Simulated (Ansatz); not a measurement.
**BClFH: molecular dynamics**

The plan is to follow the molecule's vibrations and see whether its bonds hold. The start is relaxed first. Runs: 40 steps of 2 fs under a Nosé-Hoover thermostat at 500 K. SMILES of the start: FBCl.

All numbers below are computed with Ansatz 0.2.0 (RKS PBE-D4/def2-SVPD).

## 1. The structure to begin with

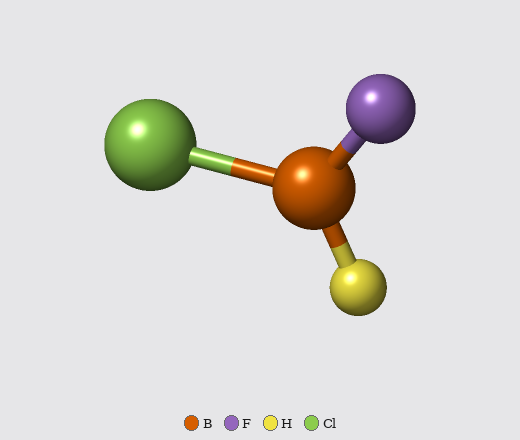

Start, viewed from a chosen angle; boron orange, fluorine purple, hydrogen yellow, chlorine green.

Structure file:

```xyz
4

B     0.0000    0.0000    0.0000
F     0.0000    0.0000    1.3200
H     1.0305    0.0000   -0.5950
Cl   -1.6108    0.0000   -0.9300
```

## 2. Relaxing the start

Contents of input.yaml:

```yaml
crystal:
  periodic: [false, false, false]
  atoms:
    - { symbol: B, position_ang: [0.0, 0.0, 0.0] }
    - { symbol: F, position_ang: [0.0, 0.0, 1.32] }
    - { symbol: H, position_ang: [1.0305, 0.0, -0.595] }
    - { symbol: Cl, position_ang: [-1.6108, 0.0, -0.93] }
basis:
  gaussian: { orbitals: def2-SVPD }
hamiltonian:
  xc: pbe
  dispersion: d4
relax:
  f_tol: 0.02
  max_steps: 40
```

The run is started by

```bash
ansatz run input.yaml --threads 1 --pin off --max-ram 2048MiB --backend cpu --events-out ev --progress --plain --runs-dir out
```

The log of the run, cut to the lines that bear on the results:

```text
Warning: RAYON_NUM_THREADS=1 ignored (pool sized by the plan → 1); use --threads N
[...]
Functional definition: PBE
[...]
684 factors; their error is unknown
[...]
mean field -15919.37388173 eV, -585.0261996145 hartree, gradient 1.1e-5 eV, S^2 0.000000; 0 other end points of the search recorded, 0 dependent functions left out
[...]
reference -15919.37392299 eV, -585.0262011308 hartree; 16, 16 occupied and 62, 62 virtual orbitals, 684 factors
relax step   1: F+E_penalty+E_count = -15919.42317473 eV  Δ(F+E_penalty+E_count) = +0.000e0 eV  max|allowed force component| = 1.455e0 eV/Å  Δτ_max = 0.0000 Å  (26 SCF iters, accepted)
[...]
relax step   6: F+E_penalty+E_count = -15919.52504180 eV  Δ(F+E_penalty+E_count) = -7.189e-5 eV  max|allowed force component| = 2.863e-2 eV/Å  Δτ_max = 0.0030 Å  (29 SCF iters, accepted)
[...]
relax step   7: F+E_penalty+E_count = -15919.52506078 eV  Δ(F+E_penalty+E_count) = -1.898e-5 eV  max|allowed force component| = 4.536e-4 eV/Å  Δτ_max = 0.0009 Å  (20 SCF iters, accepted)
684 factors; their error is unknown
[...]
mean field -15919.47521107 eV, -585.0299233990 hartree, gradient 5.6e-5 eV, S^2 0.000000; 1 other end points of the search recorded, 0 dependent functions left out
[...]
reference -15919.47525217 eV, -585.0299249094 hartree; 16, 16 occupied and 62, 62 virtual orbitals, 684 factors
Total energy: -15919.52510188 eV, -585.0317568522 hartree
Atom 0 at    -0.018982    -0.000000    -0.017944 Å, force     0.000359     0.000000    -0.000438 eV/Å
Atom 1 at    -0.037471     0.000000     1.310559 Å, force    -0.000056    -0.000000    -0.000268 eV/Å
Atom 2 at     1.027779     0.000000    -0.616990 Å, force    -0.000347    -0.000000     0.000454 eV/Å
Atom 3 at    -1.551626     0.000000    -0.880625 Å, force     0.000043    -0.000000     0.000253 eV/Å
Dipole moment:     0.111198     0.000000    -0.090250 e Å
```

It took 12 s on 1 thread of Arm Neoverse V2, shared host; peak memory 0.12 GiB.

Relaxation path:

```tsv
step	energy from step 1 (eV)	largest force component (eV/Å)
1	0.0000	1.4546
2	-0.0745	0.8808
3	-0.1005	0.1708
4x	-0.0961	0.6379
5	-0.1018	0.0262
6	-0.1019	0.0286
7	-0.1019	0.0005
```

Step 1 is the start. 1 step was tried and not accepted (4; marked x where the table lists them).

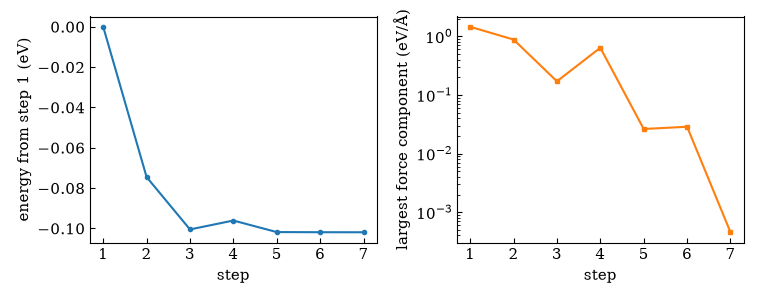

How energy and force went from step to step.

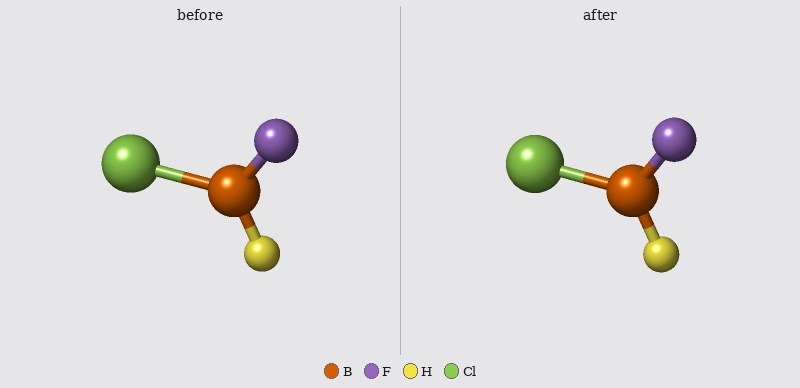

The structure before (left) and after (right), drawn at the same scale.

After: Bond lengths: B1–F2 1.329 Å, B1–H3 1.206 Å, B1–Cl4 1.759 Å. Angles: F2–B1–H3 120.6°, F2–B1–Cl4 118.6°, H3–B1–Cl4 120.8°.

## 3. The run

40 steps of 2 fs under a Nosé-Hoover thermostat at 500 K, from the relaxed start.

Contents of input.yaml:

```yaml
crystal:
  periodic: [false, false, false]
  atoms:
    - { symbol: B, position_ang: [-0.018982, 0.0, -0.017944] }
    - { symbol: F, position_ang: [-0.037471, 0.0, 1.310559] }
    - { symbol: H, position_ang: [1.027779, 0.0, -0.61699] }
    - { symbol: Cl, position_ang: [-1.551626, 0.0, -0.880625] }
basis:
  gaussian: { orbitals: def2-SVPD }
hamiltonian:
  xc: pbe
  dispersion: d4
md:
  timestep: 2.0
  n_steps: 40
  ensemble: nvt_nose_hoover
  temperature: 500.0
  initial_velocities: maxwell_boltzmann
  seed: 222073
  nose_hoover: { tau: 50.0, chain_length: 5 }
```

The run is started by

```bash
ansatz run input.yaml --threads 1 --pin off --max-ram 2048MiB --backend cpu --events-out ev --progress --plain --runs-dir out
```

The log of the run, cut to the lines that bear on the results:

```text
Warning: RAYON_NUM_THREADS=1 ignored (pool sized by the plan → 1); use --threads N
[...]
Functional definition: PBE
[...]
684 factors; their error is unknown
[...]
mean field -15919.47521241 eV, -585.0299234482 hartree, gradient 1.2e-5 eV, S^2 0.000000; 0 other end points of the search recorded, 0 dependent functions left out
[...]
reference -15919.47525355 eV, -585.0299249602 hartree; 16, 16 occupied and 62, 62 virtual orbitals, 684 factors
md step     0: t =     0.00 fs  T =   500.0 K  F+E_penalty+E_count = -15919.52506212 eV  E_kin = 0.129260 eV  conserved = -15919.39580212 eV  (27 SCF iters)
[...]
md step    10: t =    20.00 fs  T =   112.1 K  F+E_penalty+E_count = -15919.40569313 eV  E_kin = 0.028975 eV  conserved = -15919.38125736 eV  (28 SCF iters, 5 dispersion substeps)
[...]
md step    20: t =    40.00 fs  T =   263.2 K  F+E_penalty+E_count = -15919.41864556 eV  E_kin = 0.068044 eV  conserved = -15919.37409310 eV  (28 SCF iters, 5 dispersion substeps)
[...]
md step    30: t =    60.00 fs  T =   293.5 K  F+E_penalty+E_count = -15919.39220572 eV  E_kin = 0.075879 eV  conserved = -15919.38196529 eV  (28 SCF iters, 5 dispersion substeps)
[...]
md step    39: t =    78.00 fs  T =   773.9 K  F+E_penalty+E_count = -15919.47399853 eV  E_kin = 0.200066 eV  conserved = -15919.39472550 eV  (28 SCF iters, 5 dispersion substeps)
[...]
md step    40: t =    80.00 fs  T =   801.2 K  F+E_penalty+E_count = -15919.45539573 eV  E_kin = 0.207125 eV  conserved = -15919.38215764 eV  (26 SCF iters, 5 dispersion substeps)
Total energy: -15919.45543721 eV, -585.0291967229 hartree
Atom 0 at    -0.036786     0.002327    -0.002056 Å, force     1.214021    -0.052967    -0.242479 eV/Å
Atom 1 at    -0.005575    -0.000195     1.340709 Å, force    -0.342747     0.016371    -0.660003 eV/Å
Atom 2 at     1.083610    -0.006019    -0.609166 Å, force    -1.224690     0.024739     0.515375 eV/Å
Atom 3 at    -1.564878    -0.000434    -0.901850 Å, force     0.353416     0.011857     0.387106 eV/Å
Dipole moment:     0.077599     0.001583    -0.095303 e Å
```

Wall time 52 s (1 thread of Arm Neoverse V2, shared host); peak memory 0.12 GiB.

## 4. What the atoms did

The trajectory, every 3 steps (energies from step 0):

```tsv
time (fs)	T (K)	potential energy change (meV/atom)	conserved energy change (meV/atom)
0.0	500	0.0	0.00
6.0	324	12.4	0.88
12.0	349	10.6	0.49
18.0	332	12.1	0.34
24.0	259	17.8	0.81
30.0	384	10.3	0.27
36.0	408	11.6	1.43
42.0	460	9.8	0.48
48.0	493	12.4	2.14
54.0	462	17.2	0.88
60.0	294	33.2	3.46
66.0	536	19.5	0.80
72.0	241	46.1	4.79
78.0	774	12.8	0.27
80.0	801	17.4	3.41
```

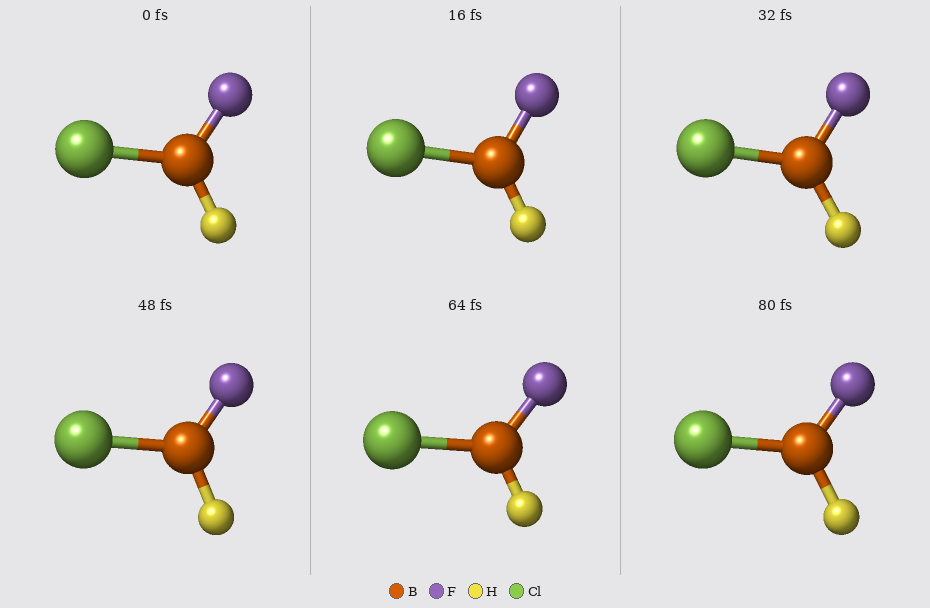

The system at six times, viewed from a chosen angle. Sticks join atoms within a bonding distance in each frame.

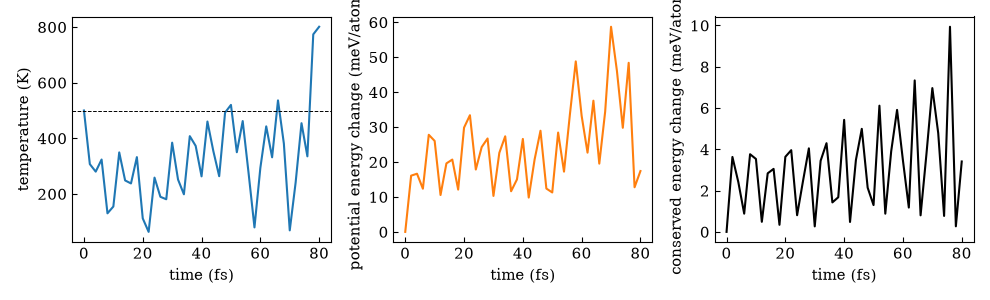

Traces against time; each panel has its own scale. The dashed line is the set temperature.

## 5. Snapshots as a file

Extended XYZ, with forces in eV/Å:

```xyz
4
time_fs=10.0 T=155 dE=0.1042
B     0.007   -0.004   -0.053    0.678    0.138    0.283
F    -0.071    0.001    1.301    0.588   -0.039   -0.978
H     1.086    0.020   -0.739   -1.103   -0.069    1.021
Cl   -1.543    0.000   -0.861   -0.164   -0.030   -0.326
4
time_fs=20.0 T=112 dE=0.1194
B     0.000    0.000   -0.026    1.297    0.002   -1.960
F    -0.080    0.000    1.258    0.261   -0.001    2.119
H     1.139    0.000   -0.600   -1.275   -0.001    0.458
Cl   -1.538    0.000   -0.850   -0.284   -0.001   -0.617
4
time_fs=30.0 T=384 dE=0.0412
B    -0.003    0.004   -0.059    0.231   -0.119    1.116
F    -0.073   -0.001    1.284    0.284    0.043   -0.291
H     1.087   -0.019   -0.577   -0.136    0.047   -0.203
Cl   -1.540    0.000   -0.855   -0.378    0.029   -0.621
4
time_fs=40.0 T=263 dE=0.1064
B     0.007    0.000   -0.030   -2.395   -0.008    1.411
F    -0.050    0.000    1.312    0.396    0.004   -0.677
H     0.935   -0.002   -0.680    1.914    0.001   -0.791
Cl   -1.550    0.000   -0.876    0.085    0.003    0.057
4
time_fs=50.0 T=520 dE=0.0451
B    -0.033   -0.005    0.014   -0.862    0.111   -0.452
F    -0.009    0.001    1.324   -0.323   -0.045    0.676
H     0.973    0.020   -0.573    0.927   -0.030   -0.616
Cl   -1.561    0.000   -0.899    0.258   -0.035    0.392
4
time_fs=60.0 T=294 dE=0.1329
B    -0.073   -0.001   -0.001    1.934    0.037    0.724
F     0.021    0.001    1.359   -0.858   -0.013   -1.091
H     1.076    0.006   -0.525   -1.162   -0.017    0.006
Cl   -1.568    0.000   -0.914    0.086   -0.008    0.361
4
time_fs=70.0 T=69 dE=0.2349
B    -0.042    0.006    0.048    0.818   -0.188   -2.816
F     0.016   -0.001    1.355   -0.157    0.047    0.241
H     0.964   -0.026   -0.791   -1.010    0.096    1.668
Cl   -1.571   -0.001   -0.920    0.348    0.045    0.907
4
time_fs=80.0 T=801 dE=0.0697
B    -0.037    0.002   -0.002    1.214   -0.053   -0.242
F    -0.006    0.000    1.341   -0.343    0.016   -0.660
H     1.084   -0.006   -0.609   -1.225    0.025    0.515
Cl   -1.565    0.000   -0.902    0.353    0.012    0.387
```

## 6. Outcome

| quantity | value |
| --- | --- |
| relaxation of the start | 5 moves, 0.102 eV lower |
| length | 40 steps of 2 fs |
| temperature, first and last step | 500 and 801 K |
| temperature, second half | mean 390 K, from 69 to 801 K |
| potential energy, second half | +28 meV/atom from the start |
| largest change of the conserved energy | 9.94 meV/atom |
| bonds formed or broken | 0 |

In words: Against a set 500 K the second half averages 390 K with a spread of 178 K. The conserved energy strays from its start by at most 9.94 meV/atom, 47 % of the mean kinetic energy, which is poor: the step of 2 fs is too long for the fastest motion. The bonds all hold. Averages from a run of 80 fs with 4 atoms are rough. The nuclei move classically, without zero-point motion, which matters most for hydrogen.
